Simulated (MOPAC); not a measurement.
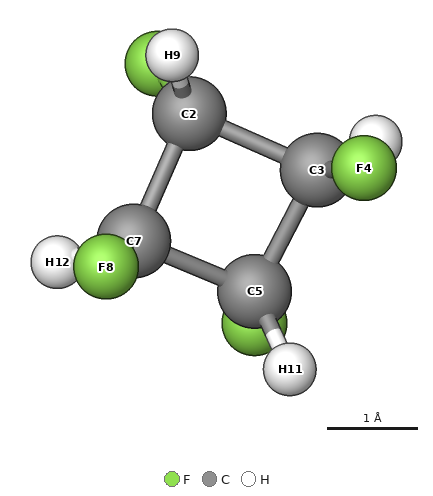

Figure 1. The structure (ball-and-stick view, seen at a tilt; atoms are numbered from 1 in the order of the input). Bond lengths as drawn: C–C 1.55 to 1.57 Å, C–F 1.30 to 1.38 Å and C–H 1.06 to 1.13 Å.

**Single-point calculation of C4H4F4**

System: C4H4F4, SMILES FC1C(F)C(F)C1F.
Method: PM6-ORG, closed shell, dispersion built in, COSMO solvent chloroform (MOPAC 23.2.5).

The geometry: force field.

## The input (calc.mop)
```
PM6-ORG 1SCF EPS=4.71 DISP AUX(PRECISION=9) THREADS=1


F     -0.180700     0.966500    -1.822000
C      0.128900    -0.055300    -1.075600
C     -0.967300    -0.556600    -0.092800
F     -0.854600    -1.882100     0.157500
C     -0.255100     0.311300     0.979800
F     -0.795500     1.566100     1.175000
C      1.055200     0.269500     0.146400
F      1.961200    -0.676600     0.476000
H      0.544200    -0.836300    -1.659900
H     -1.942500    -0.214400    -0.306800
H     -0.158200    -0.197800     1.978900
H      1.541400     1.250300     0.077600
```

Run as:
```bash
mopac calc.mop
```

## The program's output
```
MOPAC v23.2.5
PM6-ORG CALCULATION RESULTS

 *  PM6-ORG    - The PM6-ORG Hamiltonian to be used
 *  EPS=4.71   - USE COSMO IMPLICIT SOLVATION MODEL
 *  1SCF       - DO 1 SCF AND THEN STOP
 *  THREADS=1  - MULTI-THREADING NOT USED
 *  AUX        - OUTPUT AUXILIARY INFORMATION
 *  DISP       - PRINT DISPERSION AND HYDROGEN BOND ENERGIES
PM6-ORG 1SCF EPS=4.71 DISP AUX(PRECISION=9) THREADS=1

   ATOM   CHEMICAL          X               Y               Z
  NUMBER   SYMBOL      (ANGSTROMS)     (ANGSTROMS)     (ANGSTROMS)

     1       F         -0.18070000  *   0.96650000  *  -1.82200000  *
     2       C          0.12890000  *  -0.05530000  *  -1.07560000  *
     3       C         -0.96730000  *  -0.55660000  *  -0.09280000  *
     4       F         -0.85460000  *  -1.88210000  *   0.15750000  *
     5       C         -0.25510000  *   0.31130000  *   0.97980000  *
     6       F         -0.79550000  *   1.56610000  *   1.17500000  *
     7       C          1.05520000  *   0.26950000  *   0.14640000  *
     8       F          1.96120000  *  -0.67660000  *   0.47600000  *
     9       H          0.54420000  *  -0.83630000  *  -1.65990000  *
    10       H         -1.94250000  *  -0.21440000  *  -0.30680000  *
    11       H         -0.15820000  *  -0.19780000  *   1.97890000  *
    12       H          1.54140000  *   1.25030000  *   0.07760000  *

          CARTESIAN COORDINATES

    NO.       ATOM           X           Y           Z

     1         F         -0.1807      0.9665     -1.8220
     2         C          0.1289     -0.0553     -1.0756
     3         C         -0.9673     -0.5566     -0.0928
     4         F         -0.8546     -1.8821      0.1575
     5         C         -0.2551      0.3113      0.9798
     6         F         -0.7955      1.5661      1.1750
     7         C          1.0552      0.2695      0.1464
     8         F          1.9612     -0.6766      0.4760
     9         H          0.5442     -0.8363     -1.6599
    10         H         -1.9425     -0.2144     -0.3068
    11         H         -0.1582     -0.1978      1.9789
    12         H          1.5414      1.2503      0.0776

           Empirical Formula: C4 H4 F4  =    12 atoms

      MOLECULAR POINT GROUP   :   C1

      RHF CALCULATION, NO. OF DOUBLY OCCUPIED LEVELS = 24

 -------------------------------------------------------------------------------
 PM6-ORG 1SCF EPS=4.71 DISP AUX(PRECISION=9) THREADS=1

     1SCF WAS SPECIFIED, SO BFGS WAS NOT USED
     SCF FIELD WAS ACHIEVED

                              PM6-ORG CALCULATION

          FINAL HEAT OF FORMATION =       -180.72945 KCAL/MOL =    -756.17203 KJ/MOL

          TOTAL ENERGY            =     -55440.44905 KCAL/MOL = ELECTRONIC ENERGY + CORE-CORE REPULSION + SOLVATION ENERGY
          ENERGY OF ATOMS         =      55277.20219 KCAL/MOL
                              SUM =       -163.24686 KCAL/MOL
          DISPERSION ENERGY       =        -17.51078 KCAL/MOL
          H - H CORRECTION ENERGY =          0.02819 KCAL/MOL
                              SUM =       -180.72945 KCAL/MOL = FINAL HEAT OF FORMATION

          VAN DER WAALS AREA      =        130.17 SQUARE ANGSTROMS

          TOTAL ENERGY            =      -2404.12541 EV
          ELECTRONIC ENERGY       =      -3908.40750 EV
          CORE-CORE REPULSION     =       1504.28209 EV

          DIELECTRIC ENERGY       =         -0.08621 EV
          COSMO AREA              =        130.17 SQUARE ANGSTROMS
          COSMO VOLUME            =        123.52 CUBIC ANGSTROMS

          IONIZATION POTENTIAL    =         12.177444 EV
          HOMO LUMO ENERGIES (EV) =        -12.177  0.254
          NO. OF FILLED LEVELS    =         24
          MOLECULAR WEIGHT        =        128.0692         POINT GROUP:  C1

          MOLECULAR DIMENSIONS (Angstroms)

            Atom       Atom       Distance
            H    10    F     8     4.00815
            H    11    F     1     3.87242
            F     4    F     6     3.59289

          SCF CALCULATIONS        =          2

          WALL-CLOCK TIME         =      0.023 SECONDS
          COMPUTATION TIME        =      0.022 SECONDS

   ATOM   CHEMICAL          X               Y               Z
  NUMBER   SYMBOL      (ANGSTROMS)     (ANGSTROMS)     (ANGSTROMS)

     1       F         -0.18070000  *   0.96650000  *  -1.82200000  *
     2       C          0.12890000  *  -0.05530000  *  -1.07560000  *
     3       C         -0.96730000  *  -0.55660000  *  -0.09280000  *
     4       F         -0.85460000  *  -1.88210000  *   0.15750000  *
     5       C         -0.25510000  *   0.31130000  *   0.97980000  *
     6       F         -0.79550000  *   1.56610000  *   1.17500000  *
     7       C          1.05520000  *   0.26950000  *   0.14640000  *
     8       F          1.96120000  *  -0.67660000  *   0.47600000  *
     9       H          0.54420000  *  -0.83630000  *  -1.65990000  *
    10       H         -1.94250000  *  -0.21440000  *  -0.30680000  *
    11       H         -0.15820000  *  -0.19780000  *   1.97890000  *
    12       H          1.54140000  *   1.25030000  *   0.07760000  *

                             CARTESIAN COORDINATES

   1    F       -0.180700000     0.966500000    -1.822000000
   2    C        0.128900000    -0.055300000    -1.075600000
   3    C       -0.967300000    -0.556600000    -0.092800000
   4    F       -0.854600000    -1.882100000     0.157500000
   5    C       -0.255100000     0.311300000     0.979800000
   6    F       -0.795500000     1.566100000     1.175000000
   7    C        1.055200000     0.269500000     0.146400000
   8    F        1.961200000    -0.676600000     0.476000000
   9    H        0.544200000    -0.836300000    -1.659900000
  10    H       -1.942500000    -0.214400000    -0.306800000
  11    H       -0.158200000    -0.197800000     1.978900000
  12    H        1.541400000     1.250300000     0.077600000

           Empirical Formula: C4 H4 F4  =    12 atoms

      MOLECULAR POINT GROUP   :   C1

                  EIGENVALUES
 -41.91878 -41.47045 -41.42084 -41.13177 -28.37558 -23.35931 -23.23397 -20.29925
 -19.97603 -19.35883 -18.05930 -17.54738 -17.51181 -16.88708 -16.79951 -15.90823
 -15.88201 -15.27578 -15.19372 -14.93613 -14.22265 -12.81148 -12.46621 -12.17744
   0.25377   1.39193   1.40007   1.86159   1.93008   2.39254   2.59568   2.68385
   4.83430   5.01998   5.22019   5.26989

              NET ATOMIC CHARGES AND DIPOLE CONTRIBUTIONS

  ATOM NO.   TYPE          CHARGE      No. of ELECS.   s-Pop       p-Pop
    1          F          -0.204629        7.2046     1.97398     5.23065
    2          C           0.138447        3.8616     1.04698     2.81457
    3          C           0.148882        3.8511     1.04772     2.80340
    4          F          -0.220326        7.2203     1.97900     5.24133
    5          C           0.117588        3.8824     1.06824     2.81417
    6          F          -0.231535        7.2315     1.98111     5.25043
    7          C           0.130027        3.8700     1.05643     2.81354
    8          F          -0.218520        7.2185     1.97871     5.23981
    9          H           0.074355        0.9256     0.92565
   10          H           0.083515        0.9165     0.91648
   11          H           0.093503        0.9065     0.90650
   12          H           0.088694        0.9113     0.91131
 DIPOLE           X         Y         Z       TOTAL
 POINT-CHG.    -0.182    -0.021    -0.113     0.215
 HYBRID         0.045     0.018     0.024     0.054
 SUM           -0.137    -0.003    -0.089     0.164

          ATOMIC ORBITAL ELECTRON POPULATIONS

     Atom    s        px        py        pz
    1  F   1.97398   1.93379   1.55641   1.74045
    2  C   1.04698   0.97252   0.88874   0.95332
    3  C   1.04772   1.05127   0.77353   0.97861
    4  F   1.97900   1.98111   1.30766   1.95256
    5  C   1.06824   0.94951   0.80797   1.05669
    6  F   1.98111   1.87058   1.40894   1.97090
    7  C   1.05643   0.91291   0.92942   0.97121
    8  F   1.97871   1.65418   1.65189   1.93374
    9  H   0.92565
   10  H   0.91648
   11  H   0.90650
   12  H   0.91131

 *                    *
 * JOB ENDED NORMALLY *
 *                    *

 TOTAL JOB TIME:             0.04 SECONDS

 == MOPAC DONE ==
```

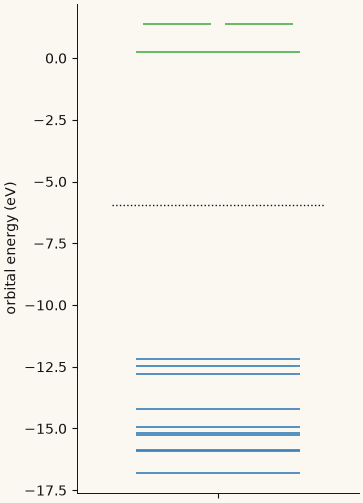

Figure 2. Orbital energies near the frontier; the dotted line parts filled from empty levels, and levels within 0.02 eV of each other stand side by side. Highest filled −12.18 eV, lowest empty 0.25 eV, 12.43 eV apart.

## Key numbers

```tsv
quantity	value
outcome	converged
total energy	−88.349979 hartree
dispersion energy	−0.027905 hartree
heat of formation	−180.73 kcal/mol
basis functions	36
HOMO	−12.18 eV
LUMO	0.25 eV
dipole moment	0.16 D
hardware	1 thread of Arm Neoverse N1, 98 GiB of memory available, shared host
peak memory	0.072 GiB
```

MOPAC's energies along a path are heats of formation.
